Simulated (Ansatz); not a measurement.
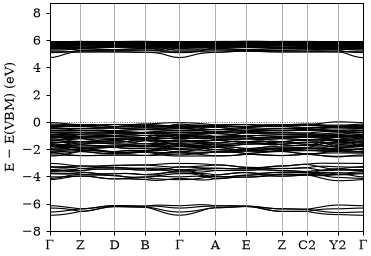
Fig. 1. Band structure from DFT-r²SCAN in the program Ansatz with PAW potentials

### Question
Read off the gap and where the band edges lie.

### Answer
About 4.7 eV (4.71 eV by a search for the band edges); maximum at Y2, minimum at Γ.

### Question
Which of these materials gives this?
(A) La2GeO5, P2_1/c (Pearson symbol mP32)
(B) As2O3, P2_1/c (Pearson symbol mP20)
(C) ZrO2, P2_1/c (Zr on 4e, O on 4e, O on 4e)

### Answer
A, La2GeO5, P2_1/c (Pearson symbol mP32)

The workflow started from a Materials Project entry (that database holds measured and hypothetical structures alike); the Crystallography Open Database copy checked does not list it. Whether it is the stable phase at ambient conditions was not checked. Symmetry was held in the r²SCAN relaxation; whether a distortion lowers the energy is not shown. Spin–orbit coupling is left out wherever it is not named.

Potentials: the later of the program's two PAW sets.
